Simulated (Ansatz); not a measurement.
# Profile along the Pb–Pb line in Pb (fcc, Cu type)

Pb (fcc, Cu type)

```xyz
1
Lattice="0.0000 2.5171 2.5171 2.5171 0.0000 2.5171 2.5171 2.5171 0.0000" Properties=species:S:1:pos:R:3 pbc="T T T"
Pb     0.0000     0.0000     0.0000
```

Fields along a shortest Pb–Pb line of a {100} plane (3.56 Å), from Pb to Pb, interpolated on the slice's grid (step about 0.1 Å). These are PBE (plane waves to 420 eV, PAW, scalar-relativistic; Ansatz, a first-principles code) values and carry that method's errors. k mesh 16×16×16. Inside the PAW spheres the values are not all-electron values, and peaks at nuclei hang on which shells count as valence. Pb was relaxed with its symmetry unable to fall. Spin-orbit coupling is left out, though Pb is heavy. The PAW data are Ansatz's earlier set. The relaxed volume of Pb is well above the measured one; the method has no dispersion term.

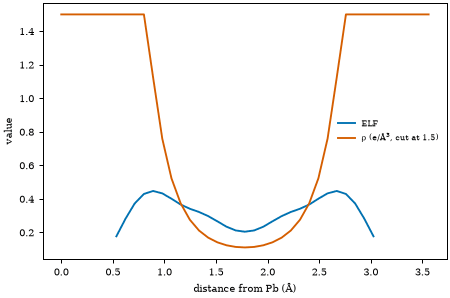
Figure. ELF (away from the nuclei) and valence density from Pb to Pb.

Density on the Pb–Pb line (3.56 Å) at its midpoint: 0.11 e/Å³. ELF at that point: 0.20.
